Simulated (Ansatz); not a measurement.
AlHO3Si (charge +1, doublet)

The calculation's input:

```
crystal:
  periodic: [false, false, false]
  atoms:
    - {symbol: Al, position_ang: [-1.081785, 0.256378, 2.210219]}
    - {symbol: O, position_ang: [-0.057817, 1.417983, 2.780269]}
    - {symbol: O, position_ang: [-2.571558, 0.309571, 1.156967]}
    - {symbol: O, position_ang: [-1.365780, -1.551843, 2.243114]}
    - {symbol: Si, position_ang: [-2.666696, -1.307204, 1.297946]}
    - {symbol: H, position_ang: [0.732177, 1.406272, 3.336552]}
basis:
  gaussian:
    orbitals: def2-TZVPD
total_charge: 1
magnetization:
  spin_polarized: true
  initial_magnetization: 1
hamiltonian:
  xc: pbe0
output:
  forces: true
  orbitals: {seedname: orbitals}
```

Launched as:

```sh
ansatz run input.yaml --threads 1 --pin off --max-ram 2610MiB --events-out events.jsonl --progress --plain --runs-dir runs
```

Geometry: B3LYP/6-31G*.

Method: isolated molecule in a Gaussian basis; Kohn-Sham density functional theory, functional PBE0 in Ansatz 0.2.0.

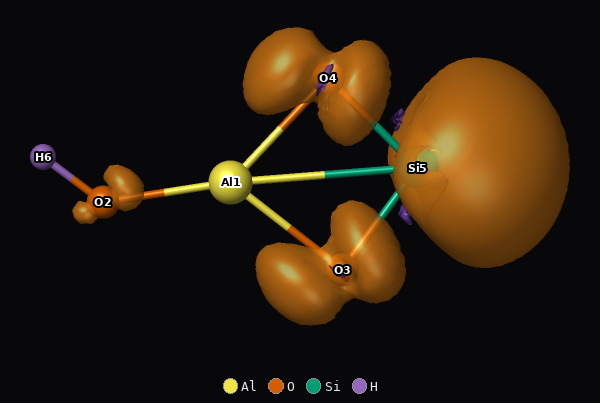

Figure 1. Isosurfaces of the spin density at +0.015 (orange) and −0.015 e/Å³ (purple), seen across its widest extent.

Describe the spin distribution.

Answer. The unpaired spin (1 electron) lies mostly on Si5 (about 0.8), O4 (about 0.1) and O3 (about 0.1), in electrons by Hirshfeld's partition.

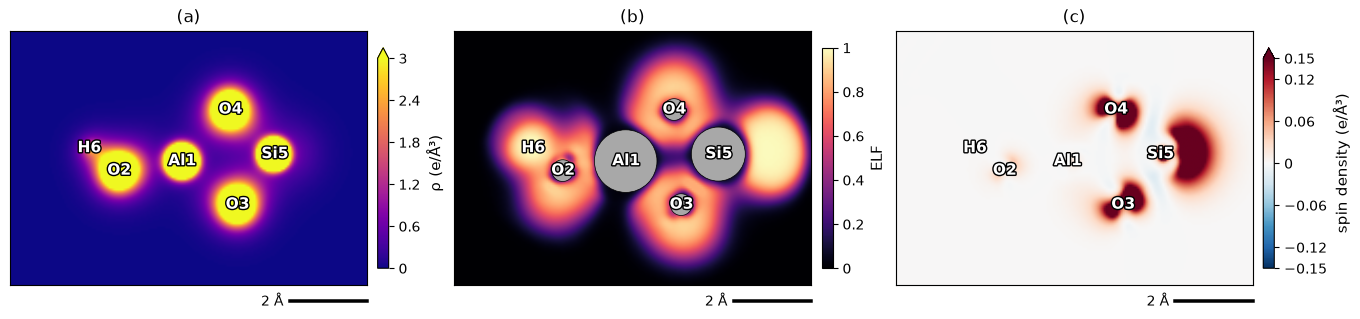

Figure 2. (a) total electron density; (b) ELF; (c) spin density on the molecular plane. Grey discs cover the atomic cores in the ELF map.

What do the fields say about this system?

Answer.
- The plane passes through Al, O, Si and H nuclei.
- Si–O (1.63 Å): ρ at the midpoint is about 1.2 e/Å³; the ELF peaks at about 0.85 between the atoms, as expected for a polar covalent bond.
- Al–O (1.65 Å): ρ at the midpoint is about 1 e/Å³; the ELF peaks at about 0.85 in the valence shell of O, 0.6 Å from its nucleus, and is about 0.45 at the midpoint.
- Al–Si (2.41 Å): ρ is about 0.42 e/Å³ halfway, with its minimum of 0.36 e/Å³ about 0.9 Å from Al; the ELF is about 0.20 at the midpoint.
- O–H (0.97 Å): ρ is about 3.7 e/Å³ halfway; the ELF climbs to about 1 towards the hydrogen, as it does in any bond to H: an ordinary covalent bond to hydrogen.
- Al–O (1.83 Å): the density is about 0.72 e/Å³ at the midpoint; the ELF peaks at about 0.85 in the valence shell of O, 0.6 Å from its nucleus, and is about 0.50 at the midpoint.
- The ELF also peaks beside O3, O2, Si5 and O4, away from the bonds: non-bonding electrons, paired or unpaired.

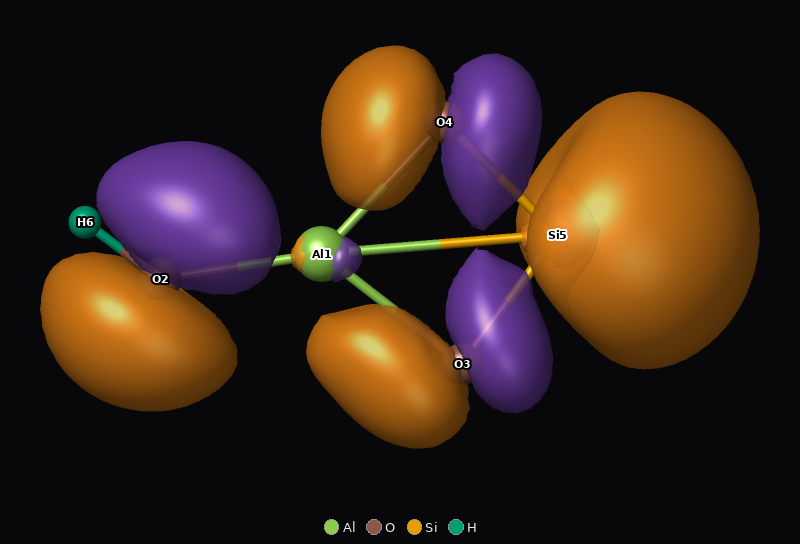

Figure 3. The HOMO−1 (α) at ±0.08 Å⁻³ᐟ² (orange and purple are the two phases), seen across its widest extent.

What is the character of this orbital?

Answer. It lies mainly on Si5 (about 45 %), O2 (about 25 %), O4 (about 10 %) and O3 (about 10 %); it is symmetric in the molecular plane (an in-plane orbital: σ, lone-pair or in-plane π type). Its energy is −14.88 eV.
